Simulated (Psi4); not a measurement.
# SnSe (SMILES [Se][Sn]): a chain of runs

Aim: a structure relaxation (PBEh-3c/def2-mSVP), then the harmonic vibrations of SnSe. 

Program for the calculation: Psi4 1.11.

## Step 1: The molecule

SnSe has 2 atoms, charge 0, and is taken as a singlet. As SMILES, `[Se][Sn]`. Geometry: relaxed at PBE0-D4/def2-TZVP. The run starts from this shape.

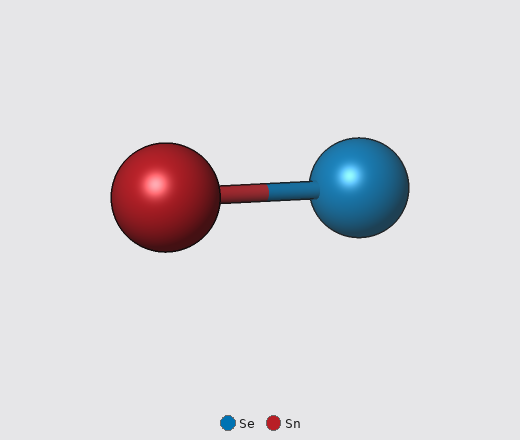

The structure, seen from a chosen angle (selenium blue, tin red).

## Step 2: A structure relaxation at PBEh-3c/def2-mSVP (density fitting, core potential) (run 1)

Contents of input.dat:

```
memory 1.6 GB

molecule m {
  0 1
  Se     0.000000     0.000000     0.006530
  Sn     0.000000     0.000000     2.331810
}

set reference rks
set geom_maxiter 60

result, w = optimize('pbeh-3c', return_wfn=True)
```

Launch:

```console
psi4 -i input.dat -o output.dat -n 1
```

output.dat:

```text
Psi4 1.11 release

gradient() will perform analytic gradient computation.

   => Loading Basis Set <=

    Name: DEF2-MSVP
    Role: ORBITAL
    Keyword: BASIS

    !!!  WARNING: ECP capability is in beta. Please check occupations closely.  !!!

   => PBEH3C: Empirical Dispersion <=

        s6 =       1.000000
        s8 =       0.000000
        a1 =       0.486000
        a2 =       4.500000

         ---------------------------------------------------------
                                   SCF
                              RKS Reference
                        1 Threads,   1525 MiB Core
         ---------------------------------------------------------

  ==> Geometry <==

    Molecular point group: c2v
    Full point group: C_inf_v

    Geometry (in Angstrom), charge = 0, multiplicity = 1:

       Center              X                  Y                   Z               Mass
    ------------   -----------------  -----------------  -----------------  -----------------
         SE           0.000000000000     0.000000000000    -1.395295629060    79.916521800000
         SN           0.000000000000     0.000000000000     0.929984370940   119.902201630000

  Running in c2v symmetry.

  Rotational constants: A = ************  B =      0.06502  C =      0.06502 [cm^-1]
  Rotational constants: A = ************  B =   1949.12250  C =   1949.12250 [MHz]
  Nuclear repulsion =  170.226619409774287

  Charge       = 0
  Multiplicity = 1
  Electrons    = 56
  Nalpha       = 28
  Nbeta        = 28

  ==> Algorithm <==

  SCF Algorithm Type is DF.
  DIIS enabled.
  MOM disabled.
  Fractional occupation disabled.
  Guess Type is SAD.
  Energy threshold   = 1.00e-08
  Density threshold  = 1.00e-08
  Integral threshold = 1.00e-12

  ==> Primary Basis <==

  Basis Set: DEF2-MSVP
    Blend: DEF2-MSVP
    Number of shells: 22
    Number of basis functions: 58
    Number of Cartesian functions: 63
    Spherical Harmonics?: true
    Max angular momentum: 2

  Core potential: DEF2-MSVP
    Number of shells: 4
    Number of ECP primitives: 18
    Number of ECP core electrons: 28
    Max angular momentum: 3

  ==> DFT Potential <==

   => LibXC <=

    Version 7.1.2

   => Composite Functional: PBEH3C <=

    PBE Hybrid based 3C composite method with a small basis set, gCP and D3(BJ)

    Deriv               =              1
    GGA                 =           TRUE
    Meta                =          FALSE

    Exchange Hybrid     =           TRUE
    MP2 Hybrid          =          FALSE

   => Exchange Functionals <=

    0.5800     XC_GGA_X_PBE

   => Exact (HF) Exchange <=

    0.4200               HF

   => Correlation Functionals <=

    1.0000     XC_GGA_C_PBE

   => LibXC Density Thresholds  <==

    XC_GGA_C_PBE:  1.00E-12
    XC_GGA_X_PBE:  1.00E-15

   => Molecular Quadrature <=

    Radial Scheme          =       TREUTLER
    Pruning Scheme         =           NONE
    Nuclear Scheme         =       TREUTLER

    Blocking Scheme        =         OCTREE
    BS radius alpha        =              1
    Pruning alpha          =              1
    Radial Points          =             75
    Spherical Points       =            302
    Total Points           =          41439
    Total Blocks           =            393
    Max Points             =            254
    Max Functions          =             58
    Weights Tolerance      =       1.00E-15

   => Loading Basis Set <=

    Name: (DEF2-MSVP AUX)
    Role: JKFIT
    Keyword: DF_BASIS_SCF

  ==> Integral Setup <==

  DFHelper Memory: AOs need 0.015 GiB; user supplied 1.063 GiB.
  SCF_SUBTYPE=INCORE selected. In-core MEM_DF algorithm will be used.
  Using in-core AOs.

  ==> MemDFJK: Density-Fitted J/K Matrices <==

    J tasked:                   Yes
    K tasked:                   Yes
    wK tasked:                   No
    Memory [MiB]:              1088
    Algorithm:                 Core
    Schwarz Cutoff:           1E-12
    Mask sparsity (%):       1.1296
    Fitting Condition:        1E-10

   => Auxiliary Basis Set <=

  Basis Set: (DEF2-MSVP AUX)
    Blend: DEF2-UNIVERSAL-JKFIT
    Number of shells: 106
    Number of basis functions: 484
    Number of Cartesian functions: 680
    Spherical Harmonics?: true
    Max angular momentum: 5

  Cached 100.0% of DFT collocation blocks in 0.055 [GiB].

  Minimum eigenvalue in the overlap matrix is 1.6192284370E-02.
  Reciprocal condition number of the overlap matrix is 4.7077068194E-03.
    Using symmetric orthogonalization.

  ==> Pre-Iterations <==

  SCF Guess: Superposition of Atomic Densities via on-the-fly atomic UHF (no occupation information).

   -------------------------
    Irrep   Nso     Nmo
   -------------------------
     A1        27      27
     A2         5       5
     B1        13      13
     B2        13      13
   -------------------------
    Total      58      58
   -------------------------

  ==> Iterations <==

                           Total Energy        Delta E     RMS |[F,P]|

[... 1 line left out ...]
   @DF-RKS iter   1: -2613.91394970494821   -3.12182e+00   5.80716e-02 DIIS/ADIIS
[... 1 line left out ...]
   @DF-RKS iter   3: -2614.75221735104606   -2.81146e+00   1.56634e-02 DIIS/ADIIS
[... 1 line left out ...]
   @DF-RKS iter   5: -2614.83068255575563   -1.04030e-01   1.51014e-03 DIIS/ADIIS
[... 1 line left out ...]
   @DF-RKS iter   7: -2614.83311071439903   -3.75712e-05   2.29582e-05 DIIS
[... 1 line left out ...]
   @DF-RKS iter   9: -2614.83311139130228   -2.21755e-07   3.64964e-06 DIIS
[... 1 line left out ...]
   @DF-RKS iter  11: -2614.83311140385149   -2.77396e-11   8.47093e-08 DIIS
[... 1 line left out ...]
  Energy and wave function converged.
[... 32 lines left out ...]
  @DF-RKS Final Energy: -2614.83311140386013
[... 4 lines left out ...]
    One-Electron Energy =               -4060.7549908442779270
[... 1 line left out ...]
    DFT Exchange-Correlation Energy =     -61.3983460020472904
[... 1 line left out ...]
    VV10 Nonlocal Energy =                  0.0000000000000000
[... 15 lines left out ...]
 Dipole X            :          0.0000000            0.0000000            0.0000000
[... 1 line left out ...]
 Dipole Z            :         52.2001848          -50.9855577            1.2146271
[... 110 lines left out ...]
	                                 ==> Convergence Check <==
[... 6 lines left out ...]
	   Step    Total Energy     Delta E     Max Force     RMS Force      Max Disp      RMS Disp   ~
[... 73 lines left out ...]
    Weights Tolerance      =       1.00E-15
[... 55 lines left out ...]
                           Total Energy        Delta E     RMS |[F,P]|
[... 2 lines left out ...]
   @DF-RKS iter   1: -2614.83311118439769    4.31013e-03   1.18969e-04 DIIS/ADIIS
[... 1 line left out ...]
   @DF-RKS iter   3: -2614.83312470888814   -3.07512e-05   3.01481e-05 DIIS
[... 1 line left out ...]
   @DF-RKS iter   5: -2614.83312531338879   -1.15451e-08   9.70892e-07 DIIS
[... 1 line left out ...]
   @DF-RKS iter   7: -2614.83312531417505   -3.31966e-11   9.64191e-09 DIIS
[... 7 lines left out ...]
    Final Occupation by Irrep:
[... 9 lines left out ...]
    Nuclear Repulsion Energy =            171.1187636319408796
[... 1 line left out ...]
    Two-Electron Energy =                1337.9781088907709545
[... 1 line left out ...]
    Empirical Dispersion Energy =           0.0003748677321146
[... 1 line left out ...]
    Total Energy =                      -2614.8331253141750494
[... 15 lines left out ...]
 Dipole Y            :          0.0000000            0.0000000            0.0000000
[... 40 lines left out ...]
    Weights Tolerance      =       1.00E-15
[... 35 lines left out ...]
	Measures of convergence in internal coordinates in au.
[... 6 lines left out ...]
	  Convergence Criteria     1.00e-06 *    3.00e-04 *             o    1.20e-03 *             o
[... 57 lines left out ...]
  Minimum eigenvalue in the overlap matrix is 1.5979840187E-02.
  Reciprocal condition number of the overlap matrix is 4.6378022104E-03.
    Using symmetric orthogonalization.

  ==> Iterations <==

                           Total Energy        Delta E     RMS |[F,P]|

   @DF-RKS iter   0: -2614.83151165982508   -2.61483e+03   3.71729e-04
   @DF-RKS iter   1: -2614.83313181564927   -1.62016e-03   4.56609e-05 DIIS
   @DF-RKS iter   2: -2614.83312915654642    2.65910e-06   7.56323e-05 DIIS
   @DF-RKS iter   3: -2614.83313381057224   -4.65403e-06   1.15686e-05 DIIS
   @DF-RKS iter   4: -2614.83313389839532   -8.78231e-08   1.44578e-06 DIIS
   @DF-RKS iter   5: -2614.83313390007606   -1.68075e-09   3.63222e-07 DIIS
   @DF-RKS iter   6: -2614.83313390018247   -1.06411e-10   7.12779e-08 DIIS
   @DF-RKS iter   7: -2614.83313390018429   -1.81899e-12   3.99936e-09 DIIS
  Energy and wave function converged.

  ==> Post-Iterations <==

   Electrons on quadrature grid:
      Ntotal   =   55.9999896935 ; deviation = -1.031e-05

    Orbital Energies [Eh]
    ---------------------

    Doubly Occupied:

       1A1  -455.489559     2A1   -58.714974     3A1   -52.656339
       1B2   -52.656270     1B1   -52.656270     4A1    -8.099995
       5A1    -5.986586     2B2    -5.984813     2B1    -5.984813
[... 5 lines of this table left out ...]
      13A1    -0.478350    14A1    -0.295763     6B1    -0.287220
       6B2    -0.287220

    Virtual:

       7B1    -0.079449     7B2    -0.079449    15A1     0.038995
      16A1     0.149651     8B1     0.246423     8B2     0.246423
      17A1     0.247813     3A2     0.343757    18A1     0.343757
[... 6 lines of this table left out ...]
      13B1    14.514197    26A1    15.163752    27A1    51.818279

    Final Occupation by Irrep:
             A1    A2    B1    B2
    DOCC [    14,    2,    6,    6 ]
    NA   [    14,    2,    6,    6 ]
    NB   [    14,    2,    6,    6 ]

  @DF-RKS Final Energy: -2614.83313390018429

   => Energetics <=

    Nuclear Repulsion Energy =            170.7758911197622922
    One-Electron Energy =               -4061.8476647605530161
    Two-Electron Energy =                1337.6381120355968051
    DFT Exchange-Correlation Energy =     -61.3998443520129840
    Empirical Dispersion Energy =           0.0003720570232007
    VV10 Nonlocal Energy =                  0.0000000000000000
    Total Energy =                      -2614.8331339001838387

Computation Completed

Properties will be evaluated at   0.000000,   0.000000,   0.000000 [a0]

Properties computed using the SCF density matrix

 Multipole Moments:

 ------------------------------------------------------------------------------------
     Multipole            Electronic (a.u.)      Nuclear  (a.u.)        Total (a.u.)
 ------------------------------------------------------------------------------------

 L = 1.  Multiply by 2.5417464519 to convert [e a0] to [Debye]
 Dipole X            :          0.0000000            0.0000000            0.0000000
 Dipole Y            :          0.0000000            0.0000000            0.0000000
 Dipole Z            :         52.0221660          -50.8215713            1.2005947
 Magnitude           :                                                    1.2005947

 ------------------------------------------------------------------------------------

	total time  =          3 seconds =       0.05 minutes

         ------------------------------------------------------------
                                   SCF GRAD
         ------------------------------------------------------------

  ==> Geometry <==

    Molecular point group: c2v
    Full point group: C_inf_v

    Geometry (in Angstrom), charge = 0, multiplicity = 1:

       Center              X                  Y                   Z               Mass
    ------------   -----------------  -----------------  -----------------  -----------------
         SE           0.000000000000     0.000000000000    -1.390807897149    79.916521800000
         SN           0.000000000000     0.000000000000     0.926993233829   119.902201630000

  Nuclear repulsion =  170.775891119762292

   => Molecular Quadrature <=

    Radial Scheme          =       TREUTLER
    Pruning Scheme         =           NONE
    Nuclear Scheme         =       TREUTLER

    Blocking Scheme        =         OCTREE
    BS radius alpha        =              1
    Pruning alpha          =              1
    Radial Points          =             75
    Spherical Points       =            302
    Total Points           =          41439
    Total Blocks           =            393
    Max Points             =            254
    Max Functions          =             58
    Weights Tolerance      =       1.00E-15

  -Total Gradient:
     Atom            X                  Y                   Z
    ------   -----------------  -----------------  -----------------
       1        0.000000000000     0.000000000000    -0.000058217846
       2        0.000000000000    -0.000000000000    -0.000000613312

	total time  =          1 seconds =       0.02 minutes

    			-----------------------------------------

    			 OPTKING 3.0: for geometry optimizations

    			        with contributions from

    			-----------------------------------------

	                            ===> Fragment 1 <==

	 Z (Atomic Numbers)          Masses                          Geom
	      34.000000            79.916522          0.00000000  0.00000000 -2.62824602
	      50.000000            119.902202         0.00000000  0.00000000  1.75176333

	 - Coordinate -           - BOHR/RAD -       - ANG/DEG -
	 R(1,2)           =         4.380009           2.317801

	        --- Internal Coordinate Step in ANG or DEG, aJ/ANG or AJ/DEG ---
	-------------------------------------------------------------------------------
	           Coordinate      Previous         Force          Change          New
	           ----------      --------        ------          ------        ------
	               R(1,2)       2.31780       -0.00024       -0.00007       2.31773
	-------------------------------------------------------------------------------

	                                 ==> Convergence Check <==

	Measures of convergence in internal coordinates in au.

	Criteria marked as inactive (o), active & met (*), and active & unmet ( ).

	----------------------------------------------------------------------------------------------
	   Step    Total Energy     Delta E     Max Force     RMS Force      Max Disp      RMS Disp
	----------------------------------------------------------------------------------------------
	  Convergence Criteria     1.00e-06 *    3.00e-04 *             o    1.20e-03 *             o
	----------------------------------------------------------------------------------------------
	     3   -2614.83313390   -8.59e-06      2.88e-05 *    2.88e-05 o    1.30e-04 *    1.30e-04 o  ~
	----------------------------------------------------------------------------------------------

Next Geometry in Ang
	Fragment 1 (Ang)

	   Se   0.0000000000   0.0000000000  -1.3907734755
	   Sn   0.0000000000   0.0000000000   0.9269588121

    Final optimized geometry and variables:
    Molecular point group: c2v
    Full point group: C_inf_v

    Geometry (in Angstrom), charge = 0, multiplicity = 1:

    SE           0.000000000000     0.000000000000    -1.390807897149
    SN           0.000000000000     0.000000000000     0.926993233829

    Psi4 run time: 0:00:15.81

[set-up sections that repeat, and orbital energies of the middle runs, are left out above]
```

Standard output:

```text
Optimizer: Optimization complete!
```

Run time: 18 s. Hardware: 1 thread of Intel Xeon Platinum 8259CL at 2.50GHz (Skylake/Cascade Lake), shared host; peak memory 0.33 GiB.

Steps, from the record of the run:

| step | energy from the first frame kept (eV) | largest force (eV/Å) |
| --- | --- | --- |
| 0 | 0.0000 | 0.1638 |
| 1 | -0.0004 | 0.1024 |
| 2 | -0.0006 | 0.0030 |

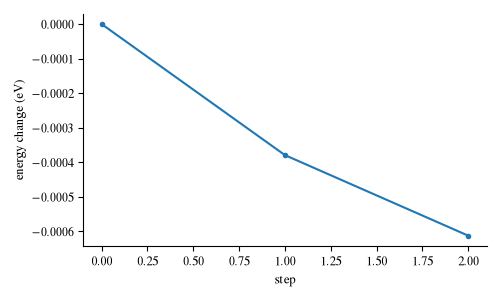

Energy along the run.

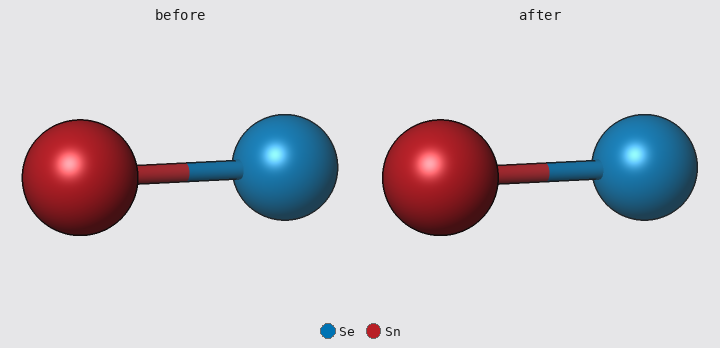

Before and after, at one scale.

After the run. Bond lengths: Se1–Sn2 2.318 Å.

## Step 3: The harmonic vibrations at PBEh-3c/def2-mSVP (density fitting, core potential) (run 2)

Contents of input.in:

```
memory 1600 MB

molecule molecule1 {
  Se     0.000000     0.000000     0.011018
  Sn     0.000000     0.000000     2.328819
  symmetry c1
}

set reference rks
set t 400.0
set rotational_symmetry_number 1

E, wfn = frequencies("pbeh-3c", return_wfn=True)
print_variables()
```

Launch:

```console
psi4 input.in input.out -n 1
```

input.out (excerpt; [...] marks lines left out):

```text
[...]
    !!!  WARNING: ECP capability is in beta. Please check occupations closely.  !!!
[...]
  Running in c1 symmetry.
[...]
  Nuclear repulsion =  170.775900770238707
[...]
  Multiplicity = 1
[...]
  Nalpha       = 28
  Nbeta        = 28
[...]
    Number of basis functions: 58
[...]
   @DF-RKS iter   1: -2613.91452801847936   -3.11845e+00   3.30926e-02 DIIS/ADIIS
[...]
   @DF-RKS iter  12: -2614.83313385190104   -1.31877e-11   2.57822e-09 DIIS
[...]
  @DF-RKS Final Energy: -2614.83313385190104
   => Energetics <=
    Nuclear Repulsion Energy =            170.8040573175373424
    One-Electron Energy =               -4061.9036865359130388
    Two-Electron Energy =                1337.6660443502487396
    DFT Exchange-Correlation Energy =     -61.3999212742720033
    Empirical Dispersion Energy =           0.0003722904980527
    VV10 Nonlocal Energy =                  0.0000000000000000
    Total Energy =                      -2614.8331338519010387
[...]
 Multipole Moments:
 ------------------------------------------------------------------------------------
     Multipole            Electronic (a.u.)      Nuclear  (a.u.)        Total (a.u.)
 ------------------------------------------------------------------------------------
 L = 1.  Multiply by 2.5417464519 to convert [e a0] to [Debye]
 Dipole X            :          0.0000000            0.0000000            0.0000000
 Dipole Y            :         -0.0000000            0.0000000           -0.0000000
 Dipole Z            :         52.0130670          -50.8131907            1.1998763
 Magnitude           :                                                    1.1998763
[...]
  -Total Gradient:
     Atom            X                  Y                   Z
    ------   -----------------  -----------------  -----------------
       1       -0.000000000112     0.000000000042     0.000104186507
       2        0.000000000112    -0.000000000042    -0.000163140071
[...]
  ==> Harmonic Vibrational Analysis <==
[...]
  Freq [cm^-1]                 351.8569
[...]
  IR activ [km/mol]            20.1442
[...]
  Total E_0, Enthalpy at 0 [K]                                                        -2614.83233231 [Eh]
[...]
  Total H, Enthalpy at  400.00 [K]                                                    -2614.82726891 [Eh]
[...]
  Total G, Gibbs energy at  400.00 [K]                                                -2614.86773173 [Eh]
[...]
```

The script printed:

```text
Warning: used thermodynamics relations inappropriate for low-frequency modes: ['351.8569']
```

It took 41 s on 1 thread of Intel Xeon Platinum 8259CL at 2.50GHz (Skylake/Cascade Lake), shared host; peak memory 0.36 GiB.

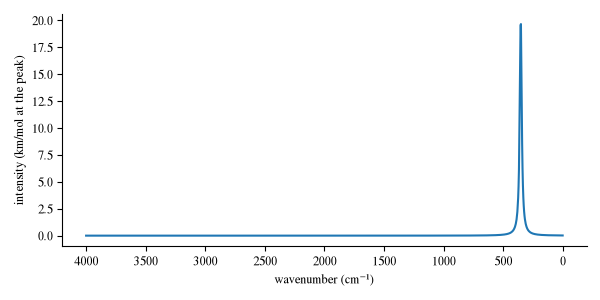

Harmonic infrared spectrum, unscaled, lines broadened by 10 cm⁻¹.

## Step 4: Results

| quantity | value |
| --- | --- |
| run 1, PBEh-3c/def2-mSVP: total energy at the end | -2614.83313 Eh |
| run 1, PBEh-3c/def2-mSVP: dipole moment | 3.05 D |
| run 1, PBEh-3c/def2-mSVP: HOMO energy | -7.82 eV |
| run 1, PBEh-3c/def2-mSVP: LUMO energy | -2.16 eV |
| run 1, PBEh-3c/def2-mSVP: HOMO–LUMO gap | 5.65 eV |
| run 1, PBEh-3c/def2-mSVP: bond length | 2.318 Å |
| run 2, PBEh-3c/def2-mSVP: harmonic wavenumber | 352 cm⁻¹ |
| run 2, PBEh-3c/def2-mSVP: zero-point energy | 2.1 kJ/mol |
| run 2, PBEh-3c/def2-mSVP: ideal-gas entropy at 400 K (symmetry number 1 as used) | 63.5 cal/(mol K) |

In words: The optimisation (run 1, PBEh-3c/def2-mSVP) took 3 steps and changed the energy by -0.001 eV. The one mode (run 2, PBEh-3c/def2-mSVP) is real, so the shape is a minimum at this level.
